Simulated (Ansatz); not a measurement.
## Molecular dynamics of Si₂HO (charge +1) (part 4 of 4)

Continued. System: Si₂HO, charge +1, SMILES O[Si]#[Si+]. Method: RKS PBE-D4/def2-SVP (Ansatz 0.2.0). It belongs to a series of runs on one base structure; here: dynamics from the start.

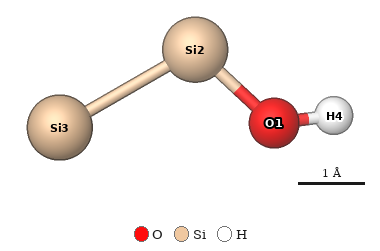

Fig. 1: The geometry at step 214 of the log (ball-and-stick view, seen on its broad side; atoms are numbered from 1 in the order of the input).

Trajectory as extended XYZ, continued
```
4
Properties=species:S:1:pos:R:3:forces:R:3 step=121 time_fs=60.5 energy=-17791.35914 temperature=185.9
O    -0.5413    0.3592   -0.7769    0.3274   0.0231   0.2036
Si    0.0425    0.2213    0.7769   -0.0538  -0.0123  -0.5110
Si    1.7171   -1.7598    0.8963   -0.2313   0.1733  -0.0086
H    -0.9742    1.1588   -1.1599   -0.0422  -0.1841   0.3160
4
Properties=species:S:1:pos:R:3:forces:R:3 step=129 time_fs=64.5 energy=-17791.37101 temperature=231.8
O    -0.5309    0.3524   -0.7777    0.4933  -0.2971   0.4495
Si    0.0493    0.2151    0.7819   -0.1607   0.0526  -0.6394
Si    1.7056   -1.7484    0.8915   -0.1561   0.1106   0.0060
H    -1.0074    1.1218   -1.1500   -0.1766   0.1339   0.1839
4
Properties=species:S:1:pos:R:3:forces:R:3 step=136 time_fs=68.0 energy=-17791.38913 temperature=301.8
O    -0.5183    0.3447   -0.7753    0.2522  -0.0643   0.2573
Si    0.0546    0.2100    0.7835   -0.1574   0.0648  -0.5118
Si    1.6947   -1.7380    0.8872   -0.0785   0.0492   0.0215
H    -1.0537    1.0974   -1.1143   -0.0162  -0.0497   0.2330
4
Properties=species:S:1:pos:R:3:forces:R:3 step=143 time_fs=71.5 energy=-17791.40431 temperature=360.5
O    -0.5038    0.3365   -0.7710   -0.0249   0.1197   0.0078
Si    0.0593    0.2051    0.7830   -0.0778   0.0405  -0.2131
Si    1.6836   -1.7274    0.8830    0.0082  -0.0202   0.0391
H    -1.1026    1.0686   -1.0530    0.0944  -0.1400   0.1662
4
Properties=species:S:1:pos:R:3:forces:R:3 step=150 time_fs=75.0 energy=-17791.40546 temperature=365.0
O    -0.4893    0.3288   -0.7665   -0.0501  -0.0013  -0.1409
Si    0.0636    0.2003    0.7816    0.0451  -0.0034   0.1542
Si    1.6725   -1.7168    0.8791    0.1003  -0.0967   0.0570
H    -1.1444    1.0278   -0.9740   -0.0952   0.1015  -0.0703
4
Properties=species:S:1:pos:R:3:forces:R:3 step=157 time_fs=78.5 energy=-17791.38777 temperature=296.6
O    -0.4756    0.3216   -0.7632   -0.5501   0.3807  -0.3921
Si    0.0682    0.1956    0.7809    0.1616  -0.0365   0.4752
Si    1.6618   -1.7067    0.8753    0.1882  -0.1732   0.0745
H    -1.1908    0.9918   -0.9013    0.2003  -0.1710  -0.1575
4
Properties=species:S:1:pos:R:3:forces:R:3 step=164 time_fs=82.0 energy=-17791.36551 temperature=210.5
O    -0.4654    0.3168   -0.7626   -0.4493   0.2308  -0.3488
Si    0.0734    0.1907    0.7820    0.1937  -0.0249   0.5805
Si    1.6519   -1.6973    0.8719    0.2687  -0.2493   0.0877
H    -1.2201    0.9422   -0.8483   -0.0131   0.0433  -0.3195
4
Properties=species:S:1:pos:R:3:forces:R:3 step=171 time_fs=85.5 energy=-17791.35183 temperature=157.6
O    -0.4587    0.3138   -0.7645   -0.4014   0.1852  -0.1888
Si    0.0793    0.1858    0.7856    0.1041   0.0464   0.4378
Si    1.6431   -1.6889    0.8688    0.3344  -0.3156   0.0960
H    -1.2488    0.8953   -0.8312   -0.0371   0.0839  -0.3451
4
Properties=species:S:1:pos:R:3:forces:R:3 step=179 time_fs=89.5 energy=-17791.34920 temperature=147.4
O    -0.4549    0.3122   -0.7683   -0.4681   0.2389   0.0597
Si    0.0866    0.1804    0.7917   -0.1277   0.1834   0.0547
Si    1.6348   -1.6810    0.8658    0.3888  -0.3756   0.1006
H    -1.2803    0.8498   -0.8588    0.2070  -0.0467  -0.2151
4
Properties=species:S:1:pos:R:3:forces:R:3 step=186 time_fs=93.0 energy=-17791.34582 temperature=134.3
O    -0.4548    0.3125   -0.7711    0.0530  -0.0711   0.3455
Si    0.0924    0.1765    0.7974   -0.3729   0.3142  -0.3377
Si    1.6293   -1.6758    0.8636    0.4221  -0.4159   0.1020
H    -1.2890    0.8082   -0.9110   -0.1021   0.1729  -0.1097
4
Properties=species:S:1:pos:R:3:forces:R:3 step=193 time_fs=96.5 energy=-17791.33436 temperature=90.0
O    -0.4549    0.3126   -0.7716   -0.0959   0.0251   0.3975
Si    0.0966    0.1739    0.8017   -0.5674   0.4128  -0.6193
Si    1.6255   -1.6722    0.8618    0.4384  -0.4387   0.1049
H    -1.3009    0.7817   -0.9745    0.2249   0.0009   0.1169
4
Properties=species:S:1:pos:R:3:forces:R:3 step=200 time_fs=100.0 energy=-17791.32274 temperature=45.1
O    -0.4554    0.3127   -0.7691    0.1810  -0.1244   0.4430
Si    0.0986    0.1730    0.8035   -0.6642   0.4625  -0.7329
Si    1.6236   -1.6706    0.8605    0.4444  -0.4493   0.1092
H    -1.2932    0.7590   -1.0262    0.0388   0.1113   0.1808
4
Properties=species:S:1:pos:R:3:forces:R:3 step=207 time_fs=103.5 energy=-17791.31944 temperature=32.4
O    -0.4546    0.3118   -0.7634    0.3013  -0.1992   0.3251
Si    0.0977    0.1740    0.8022   -0.6351   0.4543  -0.6212
Si    1.6235   -1.6708    0.8596    0.4389  -0.4443   0.1159
H    -1.2805    0.7490   -1.0575   -0.1051   0.1892   0.1802
4
Properties=species:S:1:pos:R:3:forces:R:3 step=214 time_fs=107.0 energy=-17791.32647 temperature=59.5
O    -0.4520    0.3098   -0.7556   -0.1251   0.0003  -0.1302
Si    0.0942    0.1770    0.7985   -0.4810   0.3919  -0.2749
Si    1.6253   -1.6729    0.8593    0.4219  -0.4230   0.1242
H    -1.2745    0.7581   -1.0661    0.1842   0.0309   0.2809
4
Properties=species:S:1:pos:R:3:forces:R:3 step=221 time_fs=110.5 energy=-17791.33776 temperature=103.2
O    -0.4499    0.3074   -0.7486    0.0123  -0.1236  -0.4047
Si    0.0887    0.1815    0.7936   -0.2558   0.2994   0.1845
Si    1.6289   -1.6768    0.8594    0.4009  -0.3951   0.1300
H    -1.2552    0.7754   -1.0454   -0.1574   0.2194   0.0902
4
Properties=species:S:1:pos:R:3:forces:R:3 step=229 time_fs=114.5 energy=-17791.34944 temperature=148.3
O    -0.4481    0.3040   -0.7446   -0.5191   0.1499  -0.9009
Si    0.0812    0.1883    0.7890    0.0095   0.1779   0.6796
Si    1.6350   -1.6832    0.8603    0.3617  -0.3468   0.1295
H    -1.2456    0.8207   -1.0058    0.1479   0.0189   0.0918
4
Properties=species:S:1:pos:R:3:forces:R:3 step=236 time_fs=118.0 energy=-17791.36179 temperature=196.1
O    -0.4500    0.3019   -0.7477   -0.5372   0.1714  -0.8952
Si    0.0746    0.1950    0.7879    0.1466   0.0867   0.8247
Si    1.6420   -1.6904    0.8616    0.3152  -0.2952   0.1179
H    -1.2262    0.8673   -0.9622    0.0755   0.0371  -0.0474
4
Properties=species:S:1:pos:R:3:forces:R:3 step=243 time_fs=121.5 energy=-17791.37619 temperature=251.8
O    -0.4557    0.3010   -0.7573   -0.3497   0.1103  -0.5355
Si    0.0686    0.2021    0.7902    0.1605   0.0177   0.6268
Si    1.6503   -1.6988    0.8634    0.2538  -0.2343   0.0961
H    -1.1989    0.9192   -0.9239   -0.0645   0.1063  -0.1875
4
Properties=species:S:1:pos:R:3:forces:R:3 step=250 time_fs=125.0 energy=-17791.38562 temperature=288.3
O    -0.4643    0.3012   -0.7707   -0.4570   0.3820  -0.0801
Si    0.0632    0.2093    0.7950    0.0802  -0.0285   0.2009
Si    1.6597   -1.7083    0.8656    0.1768  -0.1634   0.0692
H    -1.1739    0.9786   -0.9061    0.2000  -0.1901  -0.1900
4
Properties=species:S:1:pos:R:3:forces:R:3 step=257 time_fs=128.5 energy=-17791.38742 temperature=295.2
O    -0.4757    0.3038   -0.7847    0.0507   0.0923   0.5056
Si    0.0581    0.2164    0.8006   -0.0421  -0.0539  -0.2944
Si    1.6699   -1.7184    0.8681    0.0917  -0.0893   0.0413
H    -1.1326    1.0226   -0.9115   -0.1003   0.0509  -0.2526
4
Properties=species:S:1:pos:R:3:forces:R:3 step=264 time_fs=132.0 energy=-17791.38281 temperature=277.4
O    -0.4872    0.3073   -0.7951    0.1414   0.1893   0.8250
Si    0.0529    0.2232    0.8051   -0.1476  -0.0606  -0.6852
Si    1.6804   -1.7289    0.8708    0.0026  -0.0130   0.0188
H    -1.0977    1.0673   -0.9448    0.0036  -0.1157  -0.1586
4
Properties=species:S:1:pos:R:3:forces:R:3 step=271 time_fs=135.5 energy=-17791.37707 temperature=255.2
O    -0.4975    0.3122   -0.7995    0.2256   0.2304   0.9176
Si    0.0470    0.2298    0.8067   -0.2014  -0.0580  -0.8986
Si    1.6909   -1.7394    0.8736   -0.0807   0.0583   0.0033
H    -1.0633    1.0991   -0.9961    0.0564  -0.2308  -0.0223
4
Properties=species:S:1:pos:R:3:forces:R:3 step=279 time_fs=139.5 energy=-17791.37413 temperature=243.9
O    -0.5070    0.3194   -0.7963    0.4982  -0.1214   0.8741
Si    0.0393    0.2371    0.8040   -0.1749  -0.0613  -0.8826
Si    1.7025   -1.7511    0.8767   -0.1589   0.1251  -0.0058
H    -1.0219    1.1111   -1.0599   -0.1644   0.0576   0.0143
4
Properties=species:S:1:pos:R:3:forces:R:3 step=286 time_fs=143.0 energy=-17791.37241 temperature=237.2
O    -0.5117    0.3252   -0.7869    0.2502   0.1601   0.3956
Si    0.0318    0.2431    0.7977   -0.0562  -0.0849  -0.5994
Si    1.7119   -1.7609    0.8795   -0.2097   0.1710  -0.0067
H    -1.0007    1.1204   -1.1117    0.0156  -0.2462   0.2104
4
Properties=species:S:1:pos:R:3:forces:R:3 step=293 time_fs=146.5 energy=-17791.36737 temperature=217.6
O    -0.5144    0.3318   -0.7744    0.2993  -0.1358   0.0196
Si    0.0241    0.2488    0.7890    0.1328  -0.1346  -0.1156
Si    1.7205   -1.7699    0.8822   -0.2412   0.2022  -0.0053
H    -0.9827    1.1088   -1.1427   -0.1909   0.0681   0.1014
4
Properties=species:S:1:pos:R:3:forces:R:3 step=300 time_fs=150.0 energy=-17791.35318 temperature=162.8
O    -0.5151    0.3377   -0.7619    0.0607  -0.0400  -0.6083
Si    0.0170    0.2539    0.7798    0.3613  -0.1986   0.4894
Si    1.7281   -1.7780    0.8849   -0.2600   0.2263  -0.0041
H    -0.9841    1.1004   -1.1600   -0.1620   0.0123   0.1231
```

This output came from the following input.

The input
```yaml
crystal:
  periodic: [false, false, false]
  atoms:
    - { symbol: O, position_ang: [-0.569806, 0.422521, -0.757808] }
    - { symbol: Si, position_ang: [0.089664, 0.153094, 0.727131] }
    - { symbol: Si, position_ang: [1.694838, -1.727396, 0.925724] }
    - { symbol: H, position_ang: [-1.214696, 1.151781, -0.895046] }
total_charge: 1
basis:
  gaussian: { orbitals: def2-SVP }
hamiltonian:
  xc: pbe
  dispersion: d4
md:
  timestep: 0.5
  n_steps: 300
  ensemble: nve
  temperature: 400.0
  initial_velocities: maxwell_boltzmann
  seed: 896719
```

Run as:
```bash
ansatz run input.yaml --threads 1 --pin off --max-ram 2048MiB --backend cpu --events-out ev --progress --plain --runs-dir out
```

Results in brief

| quantity | value |
| --- | --- |
| outcome | finished |
| mean temperature over the second half | 189 K |
| trajectory | 300 steps, 150 fs |
| ensemble | nve |
| temperature in the input | 400.0 K |
| time step | 0.5 fs |
| potential energy (last step) | −17791.3532 eV |
| mean-field energy (last step) | −17791.2677 eV |
| largest force (length of the vector) (last step) | 0.640 eV/Å |
| hardware | 1 thread of Arm Neoverse V1, 24 GiB of memory available, shared host |
| wall time | 5.9 min |
| peak memory | 0.22 GiB |

Notes

So short a trajectory is not equilibrated.
